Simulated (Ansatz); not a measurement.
Band structure of RbBr (Fm-3m, 2 atoms in the cell).

```
CELL_PARAMETERS angstrom
      0.00000     3.45249     3.45249
      3.45249     0.00000     3.45249
      3.45249     3.45249     0.00000
ATOMIC_POSITIONS crystal
  Rb 0.00000 0.00000 0.00000
  Br 0.50000 0.50000 0.50000
```

Level of theory: PBE (plane waves, PAW; Ansatz, a first-principles code).

Settings: basis.ecutwfc = 30.9 Ry; kpoints.mp_grid.grid = 7 7 7; hamiltonian.xc = pbe; hamiltonian.pseudopotentials = {kind: paw} (the program's default PAW files); scf.occupations.method = fixed; kpoints.band_path.npoints = 8.

The starting cell comes from a database of computed structures (which also holds hypothetical and non-ambient phases and stackings), without a prior relaxation at this level. Its lattice was rescaled by a random factor within 2.5 % of one.

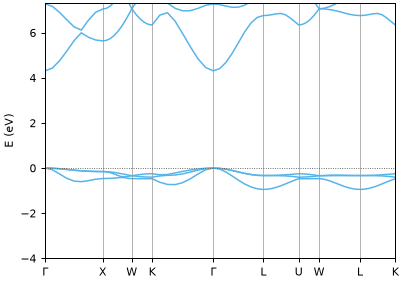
Bands along the path, energies from the top of the valence band on the path.

Read off roughly the gap and where its edges lie.

The gap along the path is about 4.3 eV (computed: 4.31 eV), direct at Γ to within 0.01 eV.

Levels in eV from the top of the valence band on the path, bands 5 to 11:
```csv
point,5,6,7,8,9,10,11
Γ,-8.53,0.00,0.00,0.00,4.31,7.28,7.28
X,-8.60,-0.47,-0.16,-0.16,5.63,7.05,9.09
W,-8.52,-0.47,-0.34,-0.34,7.06,7.06,8.17
K,-8.56,-0.47,-0.40,-0.25,6.34,8.02,8.09
L,-8.49,-0.95,-0.33,-0.33,6.76,7.64,9.42
U,-8.56,-0.47,-0.40,-0.25,6.34,8.02,8.09
```

Keys are those of Ansatz 0.2.
